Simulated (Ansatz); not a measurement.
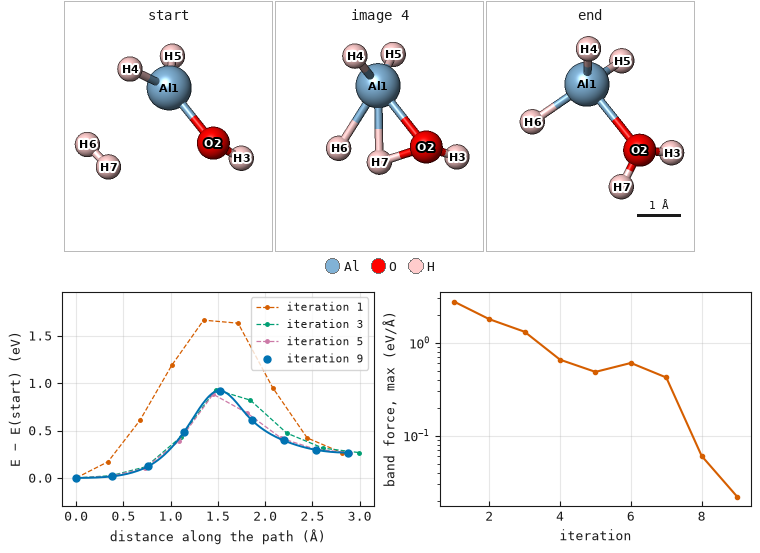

A nudged-elastic-band calculation for AlH$_{5}$O, made up at the start of AlH$_{3}$O and H$_{2}$. Images are numbered from 0 (start) to 8 (end). The plot follows the band through its iterations. A ball-and-stick model, seen at a tilt.

Level of theory: Ansatz, RKS B3LYP-D4/def2-SVP. Settings: 7 movable images; climbing image; force threshold 0.05 eV/Å; iteration limit 60; starting path through a guess of the saddle point.

Q: Did the band converge, and can the barrier be trusted?

A: The result is final at these settings. The band converged in 9 iterations. The largest component of the band force went from 2.8 to 0.022 eV/Å. The climbing image converged on the top of the path. Its vibrational analysis gives one imaginary mode (1254i cm⁻¹), as a transition state must have. The first iteration put the highest image at 1.66 eV. Forward barrier 0.92 eV, backward barrier 0.65 eV, with image 4 at the top; the reaction energy is +0.27 eV.

Limits of the set-up: the start holds two separate molecules, 2.5 Å apart at their closest, whose relative position is a soft coordinate.
